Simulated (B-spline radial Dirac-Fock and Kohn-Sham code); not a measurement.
Tm⁺ in the configuration [Xe] 4f13 6s1. Level of theory: the impulse approximation on the Dirac–Fock momentum density (average of configuration); calculated with a B-spline radial code.

Predict the main features of the following plot. The total Compton profile J(pz).

J(0) = 9.39 a.u.⁻¹; the profile falls to half at pz ≈ 1.8 a.u. and is 4.48 at 1.9 a.u. and 2.00 at 5 a.u. Its area over all pz is the number of electrons, 68.

Here it is:

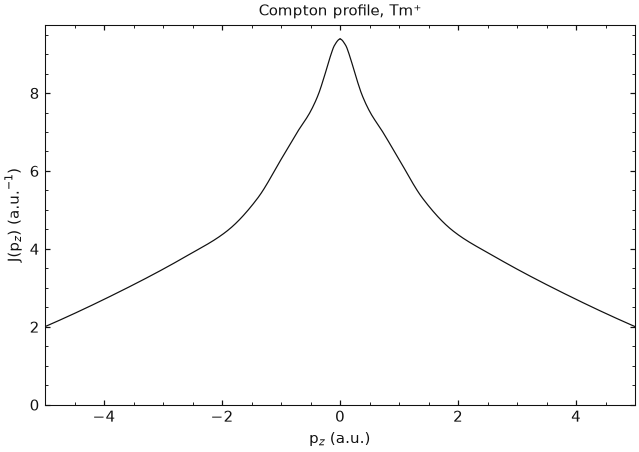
